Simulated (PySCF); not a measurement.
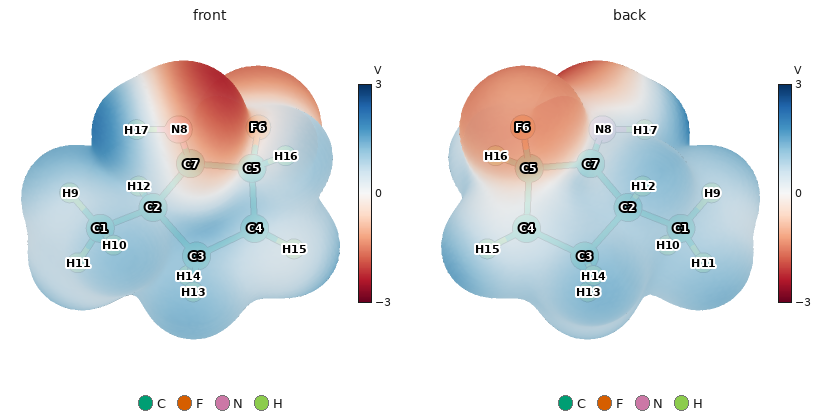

Figure 1: C$_{6}$H$_{9}$FN (SMILES [H]/N=C1/[C@H](F)[CH]C[C@H]1C) (doublet). The molecular electrostatic potential painted on the density surface at 0.004 e/bohr³, seen from the front and from behind; the colour scale runs from red (negative) to blue (positive).

Geometry: GFN2-xTB.

Level of theory: UKS B3LYP, pcH-1 on C F H N, non-relativistic, mean-field spin-orbit, GIAO (PySCF).

```yaml
atoms:
  - { symbol: C, position_ang: [-1.8713, 0.1879, -0.6425] }
  - { symbol: C, position_ang: [-0.5607, -0.4148, -0.1543] }
  - { symbol: C, position_ang: [-0.2776, -0.1788, 1.3396] }
  - { symbol: C, position_ang: [1.1886, -0.0187, 1.4370] }
  - { symbol: C, position_ang: [1.8338, -0.0002, 0.1172] }
  - { symbol: F, position_ang: [2.4853, -1.2313, -0.1583] }
  - { symbol: C, position_ang: [0.6685, 0.1524, -0.8375] }
  - { symbol: N, position_ang: [0.8106, 0.7137, -1.9466] }
  - { symbol: H, position_ang: [-2.0556, -0.0784, -1.6816] }
  - { symbol: H, position_ang: [-1.8443, 1.2736, -0.5619] }
  - { symbol: H, position_ang: [-2.7023, -0.1845, -0.0478] }
  - { symbol: H, position_ang: [-0.5609, -1.4938, -0.3497] }
  - { symbol: H, position_ang: [-0.7928, 0.7303, 1.6808] }
  - { symbol: H, position_ang: [-0.6458, -0.9908, 1.9760] }
  - { symbol: H, position_ang: [1.7276, 0.0093, 2.3638] }
  - { symbol: H, position_ang: [2.6189, 0.7507, -0.0273] }
  - { symbol: H, position_ang: [-0.0291, 0.7854, -2.5170] }
```

Describe the electrostatic potential map.

Answer. The most negative region (about −2.2 V) lies over N8, the most positive (about +2.0 V) over H17. N8 is the likeliest acceptor of a hydrogen bond.
